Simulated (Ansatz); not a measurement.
Relaxed SiC (wurtzite):

```xyz
4
Lattice="3.0920 0.0000 0.0000 -1.5460 2.6777 0.0000 0.0000 0.0000 5.0743" Properties=species:S:1:pos:R:3 pbc="T T T"
Si     1.5460     0.8926     0.0026
Si     0.0000     1.7851     2.5398
C      1.5460     0.8926     3.1698
C      0.0000     1.7851     0.6327
```

In this cell atom 4 (C, nearest neighbour Si at 1.893 Å; its periodic images, 3.1 Å or more away, move with it) is moved by u·(1.000, 0.000, 0.000) + v·(0.000, 1.000, 0.000); the rest is frozen.

These are PBE (plane waves to 420 eV, PAW, scalar-relativistic; Ansatz, a first-principles code) values and carry that method's errors. k mesh 10×10×5 (Γ-centred), Fermi-Dirac smearing 0.05 eV. E stands for the smeared free energy. SiC was relaxed with its symmetry unable to fall. ΔE is measured from the undisplaced structure. Axes are in Å.

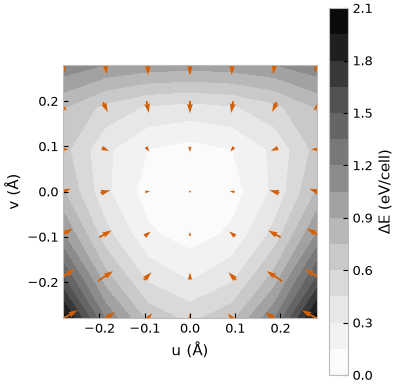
Figure: ΔE (eV/cell) over the plane, with arrows for the in-plane force on the moved atom.

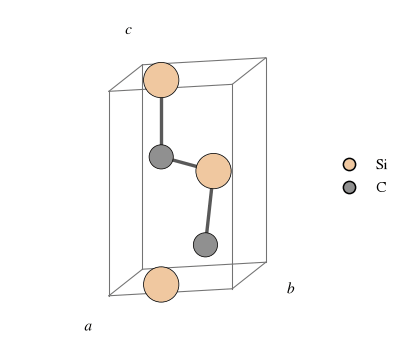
Figure: The cell of the calculation at u = -0.280 Å, v = -0.280 Å.

Principal force constants in the plane (five-point differences of the forces): 18.7 eV/Å², isotropic. Lowest place on the grid: u = 0.000 Å, v = 0.000 Å (0 meV/cell). Highest place on the grid, met at several equal points: u = -0.280 Å, v = -0.280 Å; u = 0.280 Å, v = -0.280 Å (2024 meV/cell). Centre of the map: a minimum.

(For displaced atoms, the force is minus the slope of the energy, and its curvature is a force constant, which sets phonon frequencies.)
